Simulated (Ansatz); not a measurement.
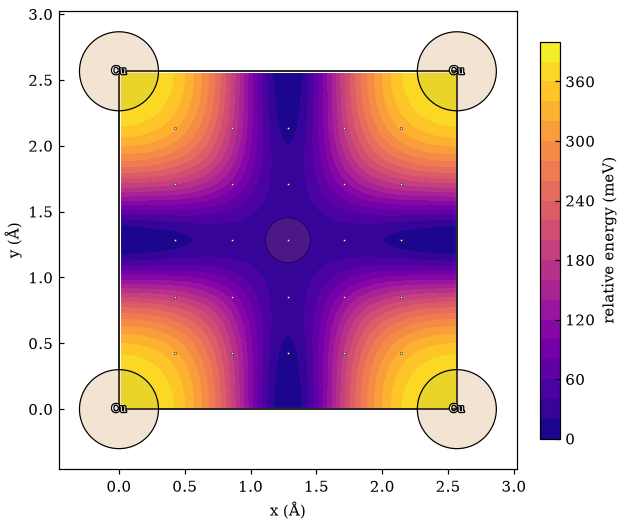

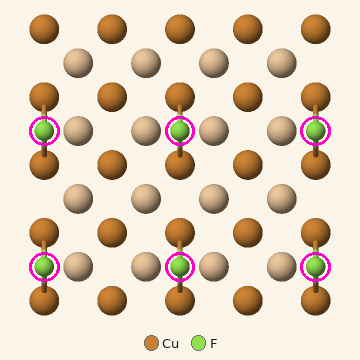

Energy landscape of F on a Cu(100) slab cut from the Fm-3m phase, its upper half relaxed before the scan (12 atoms of substrate and one adsorbate in a 2 × 2 cell). 
- F is moved over the surface cell; relaxed at each place: the height of the adsorbate's atoms; substrate rigid; the origin of the map has the adsorbate above Cu9.
- Places are given modulo a cell vector. The map is drawn in real space over the plane of the surface.
- Grid: 6 × 6 points; 10 points were computed and 26 follow by symmetry.
- Places are given in fractions of the 1 × 1 surface cell.
- Energies: meV, counted from the lowest grid point.
- The runs have no spin polarisation; a magnetic state may lie lower.
- These are results of Ansatz, DFT PBE, scalar-relativistic, plane waves, PAW, not measurements. Settings: cutoff 420 eV, k-mesh 5×5×1, gaussian smearing 0.1 eV, no spin polarisation.

Drawn: filled contours, dots at the grid points, labelled circles for the atoms of the top layer and small ones for the second layer, the outline of one cell of the plane. Between grid points the surface is interpolated. The second picture is the structure at the lowest point; rings mark the moved atoms.

Question: Describe this landscape.

Answer: The lowest grid point is at a bridge site between two Cu atoms, (0/6, 3/6) of the cell vectors; the map holds 2 wells of about this depth. The highest grid point, the top site over a surface Cu atom, (0/6, 0/6) of the cell vectors, lies 398 meV above the lowest. On the interpolated surface the easiest way out of the lowest well to a well of about the same depth near a bridge site between two Cu atoms, (3/6, 0/6) of the cell vectors passes a barrier of about 28 meV. At the lowest point the adsorbate has 2 Cu at 1.98 Å as nearest neighbours, at the highest 1 Cu at 1.83 Å. Its relaxed height above the top atom is 1.51 Å at the lowest and 1.83 Å at the highest point.

The whole map (10 points run) took 15 min on 4 threads of Arm Neoverse V2, with other jobs on the host.

PAW datasets: the set soft_1.
